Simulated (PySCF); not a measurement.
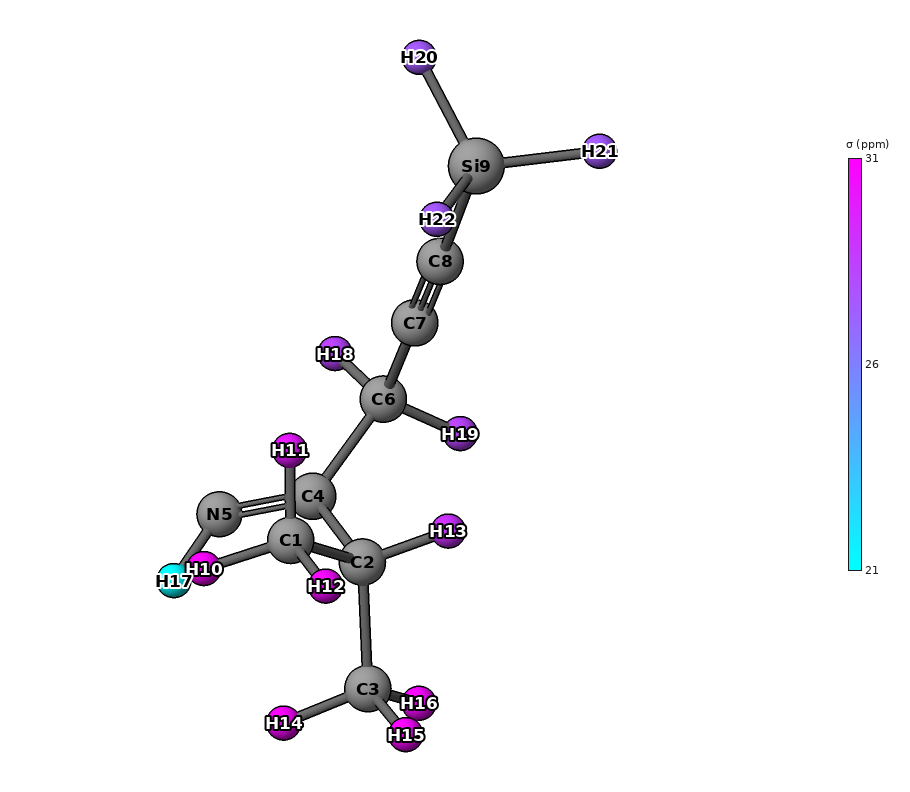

Atoms are coloured by their isotropic NMR shieldings (H only, the others grey). The computed structure is the end point of a GFN2-xTB optimisation. No frequency run is at hand to confirm it as a minimum. Properties computed with GIAO PBE0/pcSseg-1 NMR shielding, non-relativistic, gas phase (PySCF 2.14.0).

> Which H atom is the most shielded (lowest chemical shift)?

H10 (30.84 ppm).

> Which H atom is the least shielded (highest chemical shift)?

H17 (21.27 ppm).

> How wide is the range of H shifts?

9.57 ppm.

Give the isotropic NMR shieldings of the H atoms atom by atom.

```json
{"atom": "H10", "σ (ppm)": "30.84"}
{"atom": "H11", "σ (ppm)": "29.97"}
{"atom": "H12", "σ (ppm)": "30.61"}
{"atom": "H13", "σ (ppm)": "28.93"}
{"atom": "H14", "σ (ppm)": "30.73"}
{"atom": "H15", "σ (ppm)": "30.70"}
{"atom": "H16", "σ (ppm)": "30.64"}
{"atom": "H17", "σ (ppm)": "21.27"}
{"atom": "H18", "σ (ppm)": "28.30"}
{"atom": "H19", "σ (ppm)": "28.28"}
{"atom": "H20", "σ (ppm)": "27.44"}
{"atom": "H21", "σ (ppm)": "27.44"}
{"atom": "H22", "σ (ppm)": "27.46"}
```

The geometry is semi-empirical. Around Si such bond lengths and angles can be off by a tenth of an ångström or more and by several degrees, and values that hang on the shape move with them.
